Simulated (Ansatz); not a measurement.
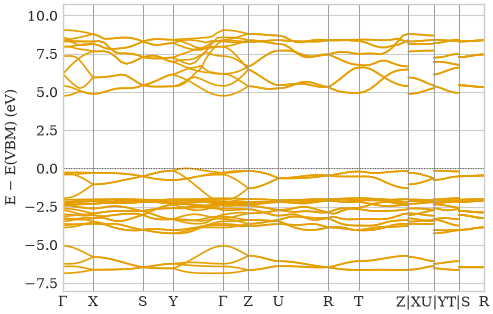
Band structure from r²SCAN+D4 in the plane-wave PAW code Ansatz

Q: Read off the gap and where the band edges lie.

A: About 4.7 eV (4.74 eV by a search for the band edges); maximum on the Y–Γ line, 26 % of the way from Y, minimum at Γ.

The material is PbF₂ in space group Pnma (No. 62; Pb on 4c, F on 4c, F on 4c).

The first step of the workflow began from a Materials Project structure, measured or hypothetical; the Crystallography Open Database files this formula in space group No. 62, but the cells were not matched. Its standing as an ambient phase is unchecked. The r²SCAN+D4 relaxation kept the symmetry of its start; whether a distortion lowers the energy is not shown. Spin–orbit coupling is left out wherever it is not named.

Potentials: the later of the program's two PAW sets.
